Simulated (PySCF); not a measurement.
The calculation's input:

```
{"job": {"kind": "nmr", "xc": "PBE0", "basis": "pcSseg-2"}, "charge": 0, "multiplicity": 1}
C     -0.803949    -0.071702    -0.037662
C      0.379303     0.011135    -0.303748
Al     2.295174     0.139507    -0.732876
H     -1.843113    -0.140423     0.194689
```

Run with:

```sh
OMP_NUM_THREADS=1 python probes_run.py task.json out
```

Geometry: PBE0-D3(BJ)/def2-TZVP.

Method: PBE0/pcSseg-2, SCF density, gas phase, non-relativistic in PySCF 2.14.0.

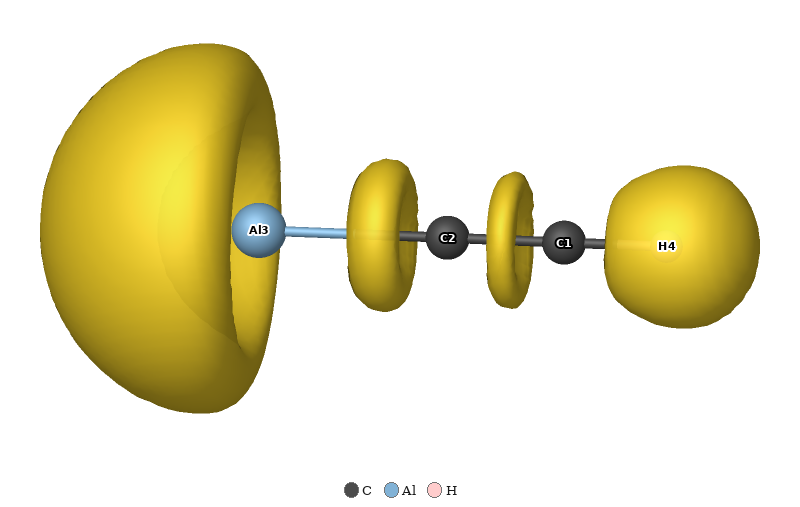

C2HAl (SMILES C#[C][Al]). Isosurface of the electron localisation function at 0.85 (yellow), seen from one side. Core shells and regions of very low density are left out.

> Where are the electrons localised?

The ELF exceeds this value in one region between bonded C–C atoms (shared pairs), one region around a hydrogen nucleus, one lobe of the valence shell of C pointing towards Al (polar bonds) and one lobe on Al, pointing away from the bonds (lone pairs). Along the contacts the grid gives the following. C–C (1.22 Å): the ELF peaks at about 0.85 between the atoms (a multiple bond). C–Al (1.97 Å): the ELF peaks at about 0.95 in the valence shell of C, 0.7 Å from its nucleus, and is about 0.85 at the midpoint.
